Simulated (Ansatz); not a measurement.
**BH₂+ (triplet): correlated methods under varied settings at distance B1–H2 = 1.165 Å**

Aim: run BH₂+ (triplet) at one geometry under a spread of methods and options, and see what each costs and gives.

Computed with Ansatz 0.2.0, Gaussian basis. Level: the settings change from run to run.

12 further runs of the same task are left out: 9 that didn't finish, 3 set aside as unsound or not needed.

**1. What is computed**

The geometry derives from a PBE0/def2-TZVP stationary point (not a proven minimum). One bond is set to the value named and the two fragments are kept rigid.

3 atoms, charge 1, spin multiplicity 3.

Atoms are counted from 1 here; the program's logs count them from 0.

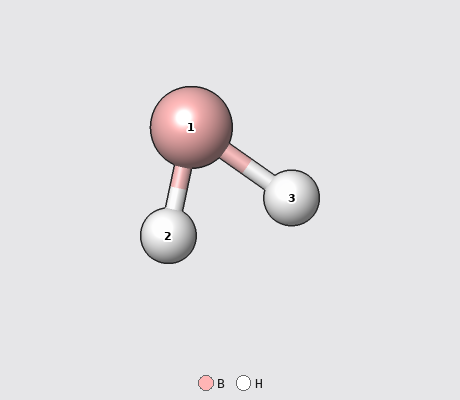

The structure; boron pink, hydrogen white; atoms are numbered from 1 in the order of the file.

**2. MP2 on ROHF/6-31++G****

File in.yaml:

```yaml
crystal:
  periodic: [false, false, false]
  atoms:
    - {symbol: B, position_ang: [0.000000, 0.005445, -0.161117]}
    - {symbol: H, position_ang: [0.000000, 0.646710, 0.811510]}
    - {symbol: H, position_ang: [0.000000, -0.705111, 0.916605]}
basis:
  gaussian: {orbitals: "6-31++G**"}
total_charge: 1
magnetization: {spin_polarized: false, initial_magnetization: 2}
correlation: {method: mp2, electrons: valence}
scf: {lower_state_search: off}
output: {forces: true}
```

Command:

```bash
> ansatz run in.yaml --threads 1 --pin off --events-out ev --progress --plain --max-ram 2393MiB
```

The log of the run:

```text
Functional definition: HF
  name "HF"
  cite "Fock, Z. Phys. 61, 126 (1930) doi:10.1007/BF01340294"
  parent pbe
  exchange = exact_x
  correlation = 0
these checks for a lower state are left out or cut short: starts, cluster_reference, orbital_swaps, neighbouring_geometries, increment
279 factors; integrals over basis functions are off by at most 1.1e-3 eV
mean field evaluation 1: about -688.4471 eV, gradient 7.4e0 eV
mean field evaluation 2: about -688.4496 eV, gradient 7.4e0 eV
mean field evaluation 4: about -689.1590 eV, gradient 6.1e-1 eV
mean field evaluation 8: about -689.1639 eV, gradient 4.4e-4 eV
mean field -689.16391703 eV, -25.3263068187 hartree, gradient 3.0e-6 eV, S^2 2.000000; 0 other end points of the search recorded, 0 dependent functions left out
1 core orbitals not correlated: weight in the atoms' cores, before any rotation towards them, 1.000 or more for the frozen orbitals, at most 0.000 for the correlated occupied ones
reference -689.16391703 eV, -25.3263068187 hartree; 3, 1 occupied and 27, 29 virtual orbitals, 279 factors
second order -1.24008511 eV of doubles, -0.05567969 eV of singles
the calculation of the forces begins
Total energy: -690.45968183 eV, -25.3739252968 hartree
Atom 0 at     0.000000     0.005445    -0.161117 Å, force     0.000000    -1.184190    -1.680257 eV/Å
Atom 1 at     0.000000     0.646710     0.811510 Å, force    -0.000000     1.072917     1.743860 eV/Å
Atom 2 at     0.000000    -0.705111     0.916605 Å, force    -0.000000     0.111273    -0.063603 eV/Å
Dipole moment:    -0.000000    -0.032793     0.191299 e Å
Checks for a lower state left out: starts, cluster_reference, orbital_swaps, neighbouring_geometries, increment
```

Run time: 0.21 s. Hardware: 1 thread of Intel Xeon Platinum 8259CL at 2.50GHz, shared host.

**3. CCSDT(Q)/B on ROHF/STO-3G**

File in.yaml:

```yaml
crystal:
  periodic: [false, false, false]
  atoms:
    - {symbol: B, position_ang: [0.000000, 0.005445, -0.161117]}
    - {symbol: H, position_ang: [0.000000, 0.646710, 0.811510]}
    - {symbol: H, position_ang: [0.000000, -0.705111, 0.916605]}
basis:
  gaussian: {orbitals: STO-3G}
total_charge: 1
magnetization: {spin_polarized: false, initial_magnetization: 2}
correlation: {method: ccsdt_q_b, electrons: all, diis_vectors: 2}
```

Launched as before.

The log of the run (excerpt; [...] marks lines left out):

```text
Functional definition: HF
  name "HF"
  cite "Fock, Z. Phys. 61, 126 (1930) doi:10.1007/BF01340294"
  parent pbe
[...]
92 factors; integrals over basis functions are off by at most 4.2e-8 eV
[...]
mean field -680.55992291 eV, -25.0101158668 hartree, gradient 2.8e-6 eV, S^2 2.000000; 0 other end points of the search recorded, 0 dependent functions left out
[...]
reference -680.55992291 eV, -25.0101158668 hartree; 4, 2 occupied and 3, 5 virtual orbitals, 92 factors
second order -0.51781609 eV of doubles, -0.02260164 eV of singles
cycle   1  -0.73603235 eV  change   -1.9e-1 eV  update   4.0e-2
[...]
cycle  12  -0.88837579 eV  change    2.6e-7 eV  update   4.1e-7
perturbative correction 0.00002510 eV, 0.0000009225 hartree
Total energy: -681.44827359 eV, -25.0427621523 hartree
```

It took 1 s on 1 thread of Intel Xeon Platinum 8259CL at 2.50GHz, shared host.

From the report: correlation -0.8884 eV; T1 0.014; largest double amplitude 0.08.

**4. CASSCF(2,5)/6-31G**

Changes to in.yaml since step 3:

```diff
@@ -7,5 +7,5 @@
 basis:
-  gaussian: {orbitals: STO-3G}
+  gaussian: {orbitals: 6-31G}
 total_charge: 1
 magnetization: {spin_polarized: false, initial_magnetization: 2}
-correlation: {method: ccsdt_q_b, electrons: all, diis_vectors: 2}
+correlation: {active_space: {window: {electrons: 2, orbitals: 5}, states: [{multiplicity: 3, weights: [1, 1, 1]}]}}
```

Same command.

The log of the run:

```text
Functional definition: HF
  name "HF"
  cite "Fock, Z. Phys. 61, 126 (1930) doi:10.1007/BF01340294"
  parent pbe
  exchange = exact_x
  correlation = 0
287 factors; integrals over basis functions are off by at most 1.1e-7 eV
mean field evaluation 1: about -687.9747 eV, gradient 7.0e0 eV
mean field evaluation 2: about -687.9758 eV, gradient 7.0e0 eV
mean field evaluation 4: about -688.6375 eV, gradient 5.1e-1 eV
mean field evaluation 8: about -688.6415 eV, gradient 2.4e-4 eV
mean field -688.64154876 eV, -25.3071101388 hartree, gradient 8.3e-7 eV, S^2 2.000000; 0 other end points of the search recorded, 0 dependent functions left out
reference -688.64154876 eV, -25.3071101388 hartree; 4, 2 occupied and 9, 11 virtual orbitals, 287 factors
state -688.67235725 eV, -25.3082423302 hartree
state -685.17742677 eV, -25.1798060038 hartree
state -683.97458955 eV, -25.1356025514 hartree
Total energy: -685.94145786 eV, -25.2078836285 hartree
```

Wall time 0.18 s (1 thread of Intel Xeon Platinum 8259CL at 2.50GHz, shared host).

From the report: 25 determinants; active occupations (of the averaged states) 0.67, 0.67, 0.67, 0.00, 0.00.

**5. CCSDT(Q) on UHF/cc-pVDZ**

File in.yaml:

```yaml
crystal:
  periodic: [false, false, false]
  atoms:
    - {symbol: B, position_ang: [0.000000, 0.005445, -0.161117]}
    - {symbol: H, position_ang: [0.000000, 0.646710, 0.811510]}
    - {symbol: H, position_ang: [0.000000, -0.705111, 0.916605]}
basis:
  gaussian: {orbitals: cc-pVDZ}
total_charge: 1
magnetization: {spin_polarized: true, initial_magnetization: 2}
correlation: {method: ccsdt_q, electrons: valence, diis_vectors: 1}
```

Same command.

The log of the run (excerpt; [...] marks lines left out):

```text
Functional definition: HF
  name "HF"
  cite "Fock, Z. Phys. 61, 126 (1930) doi:10.1007/BF01340294"
  parent pbe
[...]
429 factors; integrals over basis functions are off by at most 1.6e-7 eV
[...]
mean field -689.29199936 eV, -25.3310137576 hartree, gradient 2.9e-6 eV, S^2 2.006939; 1 other end points of the search recorded, 0 dependent functions left out
determinant -689.29199936 eV, -25.3310137576 hartree, with singles and doubles -690.86671776 eV, -25.3888835916 hartree
determinant -685.87543706 eV, -25.2054574089 hartree, with singles and doubles -687.57345495 eV, -25.2678584154 hartree
1 core orbitals not correlated: weight in the atoms' cores, before any rotation towards them, 1.000 or more for the frozen orbitals, at most 0.000 for the correlated occupied ones
reference -689.29199936 eV, -25.3310137576 hartree; 3, 1 occupied and 20, 22 virtual orbitals, 429 factors
second order -1.15591362 eV of doubles, -0.00000000 eV of singles
cycle   1  -1.43202759 eV  change   -2.8e-1 eV  update   4.2e-2
[...]
cycle  17  -1.60167146 eV  change   -2.5e-7 eV  update   3.0e-7
perturbative correction -0.00018064 eV, -0.0000066383 hartree
Total energy: -690.89385146 eV, -25.3898807365 hartree
```

It took 1.7 s on 1 thread of Intel Xeon Platinum 8259CL at 2.50GHz, shared host.

From the report: ⟨S²⟩ of the determinant 2.007 (pure triplet: 2.00); correlation -1.6019 eV; T1 0.014; largest double amplitude 0.06.

**6. NEVPT4(SD)(2,5)/def2-SVP**

File in.yaml:

```yaml
crystal:
  periodic: [false, false, false]
  atoms:
    - {symbol: B, position_ang: [0.000000, 0.005445, -0.161117]}
    - {symbol: H, position_ang: [0.000000, 0.646710, 0.811510]}
    - {symbol: H, position_ang: [0.000000, -0.705111, 0.916605]}
basis:
  gaussian: {orbitals: def2-SVP, point_charges: [{charge: 0.50, position_ang: [4.688, -0.455, -0.733]}]}
total_charge: 1
magnetization: {spin_polarized: false, initial_magnetization: 2}
correlation: {method: fic_nevpt4_sd, electrons: all, active_space: {window: {electrons: 2, orbitals: 5}, states: [{multiplicity: 3, weights: [1, 1]}]}}
```

Same command.

The log of the run:

```text
Functional definition: HF
  name "HF"
  cite "Fock, Z. Phys. 61, 126 (1930) doi:10.1007/BF01340294"
  parent pbe
  exchange = exact_x
  correlation = 0
426 factors; integrals over basis functions are off by at most 2.3e-7 eV
mean field evaluation 1: about -686.3700 eV, gradient 7.2e0 eV
mean field evaluation 2: about -686.3711 eV, gradient 7.2e0 eV
mean field evaluation 4: about -687.0751 eV, gradient 5.3e-1 eV
mean field evaluation 8: about -687.0789 eV, gradient 2.9e-4 eV
mean field -687.07893980 eV, -25.2496853190 hartree, gradient 2.7e-6 eV, S^2 2.000000; 0 other end points of the search recorded, 0 dependent functions left out
reference -687.07893980 eV, -25.2496853190 hartree; 4, 2 occupied and 20, 22 virtual orbitals, 426 factors
state -687.13158594 eV, -25.2516200288 hartree
state -683.71446280 eV, -25.1260430697 hartree
state -687.13158594 eV, -25.2516200288 hartree; corrected -688.77816126 eV, -25.3121305559 hartree
state -683.71446280 eV, -25.1260430697 hartree; corrected -685.64317748 eV, -25.1969220268 hartree
Total energy: -687.21066937 eV, -25.2545262913 hartree
```

It took 0.57 s on 1 thread of Intel Xeon Platinum 8259CL at 2.50GHz, shared host.

From the report: 25 determinants; active occupations (of the averaged states) 1.00, 0.50, 0.50, 0.00, 0.00.

**7. CCSD on UHF/def2-mTZVP**

File in.yaml:

```yaml
crystal:
  periodic: [false, false, false]
  atoms:
    - {symbol: B, position_ang: [0.000000, 0.005445, -0.161117]}
    - {symbol: H, position_ang: [0.000000, 0.646710, 0.811510]}
    - {symbol: H, position_ang: [0.000000, -0.705111, 0.916605]}
basis:
  gaussian: {orbitals: def2-mTZVP}
total_charge: 1
magnetization: {spin_polarized: true, initial_magnetization: 2}
correlation: {method: ccsd, electrons: valence}
accuracy: high
```

The command is unchanged.

The log of the run (excerpt; [...] marks lines left out):

```text
Functional definition: HF
  name "HF"
  cite "Fock, Z. Phys. 61, 126 (1930) doi:10.1007/BF01340294"
  parent pbe
[...]
462 factors; integrals over basis functions are off by at most 3.5e-9 eV
[...]
mean field -689.20377062 eV, -25.3277714113 hartree, gradient 1.6e-8 eV, S^2 2.005822; 1 other end points of the search recorded, 0 dependent functions left out
determinant -689.20377062 eV, -25.3277714113 hartree, with singles and doubles -690.55495342 eV, -25.3774264633 hartree
determinant -685.77082696 eV, -25.2016130585 hartree, with singles and doubles -687.26421492 eV, -25.2564940539 hartree
1 core orbitals not correlated: weight in the atoms' cores, before any rotation towards them, 1.000 or more for the frozen orbitals, at most 0.000 for the correlated occupied ones
reference -689.20377062 eV, -25.3277714113 hartree; 3, 1 occupied and 21, 23 virtual orbitals, 462 factors
second order -0.99081434 eV of doubles, -0.00000000 eV of singles
cycle   1  -1.34645244 eV  change   -7.2e-2 eV  update   1.5e-2
[...]
cycle  18  -1.36498754 eV  change   4.3e-10 eV  update  3.4e-10
Total energy: -690.56875816 eV, -25.3779337781 hartree
```

It took 0.66 s on 1 thread of Intel Xeon Platinum 8259CL at 2.50GHz, shared host.

From the report: ⟨S²⟩ of the determinant 2.006 (pure triplet: 2.00); correlation -1.3650 eV; T1 0.014; largest double amplitude 0.06.

**8. BCCD(T)/cc-pVTZ**

File in.yaml:

```yaml
crystal:
  periodic: [false, false, false]
  atoms:
    - {symbol: B, position_ang: [0.000000, 0.005445, -0.161117]}
    - {symbol: H, position_ang: [0.000000, 0.646710, 0.811510]}
    - {symbol: H, position_ang: [0.000000, -0.705111, 0.916605]}
basis:
  gaussian: {orbitals: cc-pVTZ}
total_charge: 1
magnetization: {spin_polarized: false, initial_magnetization: 2}
hamiltonian: {xc: {name: PBE0}}
correlation: {method: bccd_t, electrons: valence}
scf: {lower_state_search: off}
```

Launched as before.

The log of the run (excerpt; [...] marks lines left out):

```text
Functional definition: PBE0
  name "PBE0"
  cite "Adamo & Barone, J. Chem. Phys. 110, 6158 (1999) doi:10.1063/1.478522"
  cite "Perdew, Burke & Ernzerhof, Phys. Rev. Lett. 77, 3865 (1996) doi:10.1103/PhysRevLett.77.3865"
  parent pbe
[...]
325 factors; integrals over basis functions are off by at most 1.6e-3 eV
[...]
mean field -692.28054255 eV, -25.4408406941 hartree, gradient 2.6e-6 eV, S^2 2.000000; 0 other end points of the search recorded, 0 dependent functions left out
1 core orbitals not correlated: weight in the atoms' cores, before any rotation towards them, 1.000 or more for the frozen orbitals, at most 0.000 for the correlated occupied ones
reference -689.30642300 eV, -25.3315438167 hartree; 3, 1 occupied and 54, 56 virtual orbitals, 325 factors
second order -1.52381465 eV of doubles, -0.10302503 eV of singles
cycle   1  -1.87841131 eV  change   -2.5e-1 eV  update   3.6e-2
[...]
cycle   9  -1.98587083 eV  change   -2.1e-6 eV  update   2.4e-6
perturbative correction -0.03727082 eV, -0.0013696773 hartree
Total energy: -691.32956465 eV, -25.4058929010 hartree
Checks for a lower state left out: stability, starts, cluster_reference, orbital_swaps, neighbouring_geometries, increment
```

It took 1.6 s on 1 thread of Intel Xeon Platinum 8259CL at 2.50GHz, shared host.

From the report: correlation -2.0231 eV; largest double amplitude 0.06.

**9. CASSCF(4,4)/def2-SVP**

File in.yaml:

```yaml
crystal:
  periodic: [false, false, false]
  atoms:
    - {symbol: B, position_ang: [0.000000, 0.005445, -0.161117]}
    - {symbol: H, position_ang: [0.000000, 0.646710, 0.811510]}
    - {symbol: H, position_ang: [0.000000, -0.705111, 0.916605]}
basis:
  gaussian: {orbitals: def2-SVP}
total_charge: 1
magnetization: {spin_polarized: false, initial_magnetization: 2}
correlation: {active_space: {window: {electrons: 4, orbitals: 4}}}
scf: {lower_state_search: light}
output: {forces: true}
```

The command is unchanged.

The log of the run (excerpt; [...] marks lines left out):

```text
Functional definition: HF
  name "HF"
  cite "Fock, Z. Phys. 61, 126 (1930) doi:10.1007/BF01340294"
  parent pbe
[...]
250 factors; integrals over basis functions are off by at most 1.3e-3 eV
[...]
mean field -688.56822467 eV, -25.3044155282 hartree, gradient 1.4e-6 eV, S^2 2.000000; 0 other end points of the search recorded, 0 dependent functions left out
reference -688.56822467 eV, -25.3044155282 hartree; 4, 2 occupied and 20, 22 virtual orbitals, 250 factors
state -688.94683102 eV, -25.3183290551 hartree
[...]
Total energy: -688.94683102 eV, -25.3183290551 hartree
Atom 0 at     0.000000     0.005445    -0.161117 Å, force    -0.000000    -1.140642    -2.428206 eV/Å
Atom 1 at     0.000000     0.646710     0.811510 Å, force    -0.000000     1.252140     2.088351 eV/Å
Atom 2 at     0.000000    -0.705111     0.916605 Å, force     0.000000    -0.111498     0.339855 eV/Å
Dipole moment:     0.000000    -0.022733     0.195094 e Å
```

It took 0.36 s on 1 thread of Intel Xeon Platinum 8259CL at 2.50GHz, shared host.

From the report: 36 determinants; active occupations 1.98, 1.00, 1.00, 0.02.

**10. CCSD(T) on ROHF/def2-TZVP**

File in.yaml:

```yaml
crystal:
  periodic: [false, false, false]
  atoms:
    - {symbol: B, position_ang: [0.000000, 0.005445, -0.161117]}
    - {symbol: H, position_ang: [0.000000, 0.646710, 0.811510]}
    - {symbol: H, position_ang: [0.000000, -0.705111, 0.916605]}
basis:
  gaussian: {orbitals: def2-TZVP}
total_charge: 1
magnetization: {spin_polarized: false, initial_magnetization: 2}
correlation: {method: ccsd_t, electrons: outside_noble_gas}
scf: {omitted_lower_state_checks: [cluster_reference]}
```

Same command.

The log of the run (excerpt; [...] marks lines left out):

```text
Functional definition: HF
  name "HF"
  cite "Fock, Z. Phys. 61, 126 (1930) doi:10.1007/BF01340294"
  parent pbe
[...]
291 factors; integrals over basis functions are off by at most 1.5e-3 eV
[...]
mean field -689.37705321 eV, -25.3341394287 hartree, gradient 7.7e-7 eV, S^2 2.000000; 0 other end points of the search recorded, 0 dependent functions left out
1 core orbitals not correlated: weight in the atoms' cores, before any rotation towards them, 1.000 or more for the frozen orbitals, at most 0.000 for the correlated occupied ones
reference -689.37705321 eV, -25.3341394287 hartree; 3, 1 occupied and 39, 41 virtual orbitals, 291 factors
second order -1.39371919 eV of doubles, -0.06363112 eV of singles
cycle   1  -1.73303759 eV  change   -2.7e-1 eV  update   3.9e-2
[...]
cycle   9  -1.85735163 eV  change   -3.6e-6 eV  update   1.6e-6
perturbative correction -0.03466259 eV, -0.0012738267 hartree
Total energy: -691.26906743 eV, -25.4036696690 hartree
Checks for a lower state left out: cluster_reference
```

It took 0.54 s on 1 thread of Intel Xeon Platinum 8259CL at 2.50GHz, shared host.

From the report: correlation -1.8920 eV; T1 0.020; largest double amplitude 0.05.

**11. All runs side by side**

Where basis and cores are those of an earlier FCI/cc-pVTZ run (-691.3574 eV), and the state is the same kind, the miss against it is given.

| level | correlated | functions | energy (eV) | from FCI (meV) | time |
| --- | --- | --- | --- | --- | --- |
| MP2 on ROHF/6-31++G** | valence | 31 | -690.4597 |  | 0.21 s |
| CCSDT(Q)/B on ROHF/STO-3G | all | 7 | -681.4483 |  | 1 s |
| CASSCF(2,5)/6-31G (mean of several states) |  | 13 | -685.9415 |  | 0.18 s |
| CCSDT(Q) on UHF/cc-pVDZ | valence | 24 | -690.8939 |  | 1.7 s |
| NEVPT4(SD)(2,5)/def2-SVP (mean of several states, beside a point charge) | all | 24 | -687.2107 |  | 0.57 s |
| CCSD on UHF/def2-mTZVP | valence | 25 | -690.5688 |  | 0.66 s |
| BCCD(T)/cc-pVTZ (on PBE0 orbitals) | valence | 58 | -691.3296 | 27.9 | 1.6 s |
| CASSCF(4,4)/def2-SVP |  | 24 | -688.9468 |  | 0.36 s |
| CCSD(T) on ROHF/def2-TZVP | outside noble gas | 43 | -691.2691 |  | 0.54 s |

**12. What came out**

| quantity | value |
| --- | --- |
| runs | 9 |
| quickest | CASSCF(2,5)/6-31G (mean of several states), 0.18 s |
| slowest | CCSDT(Q) on UHF/cc-pVDZ, 1.7 s |

**Reading.** Total energies in different bases, with other cores or another treatment of relativity can't be set against each other. CCSDT(Q) on UHF/cc-pVDZ took 10 times as long as CASSCF(2,5)/6-31G (mean of several states); the jobs differ in more than the method. Cores frozen from Kohn-Sham orbitals shift the total energy.
